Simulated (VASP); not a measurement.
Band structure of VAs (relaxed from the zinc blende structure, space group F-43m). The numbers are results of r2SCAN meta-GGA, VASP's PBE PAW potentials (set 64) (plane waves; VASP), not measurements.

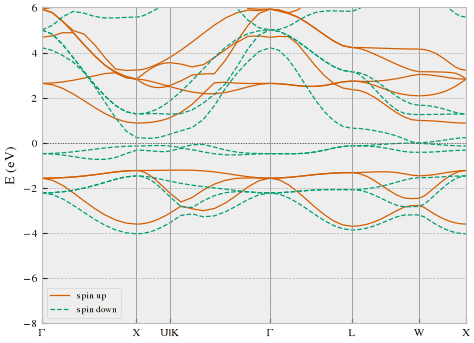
*Bands along high-symmetry lines, zero at the valence-band maximum or, without a gap, the Fermi level*

**Question.** Read the plot: is there a gap, and where are the band edges?

**Answer.** It has no gap at this level: it comes out as a metal or semimetal.

The structure was generated: VAs was put into the zinc blende type (F-43m), which need not be its known phase. It was relaxed first, which changed the volume by -26 %.
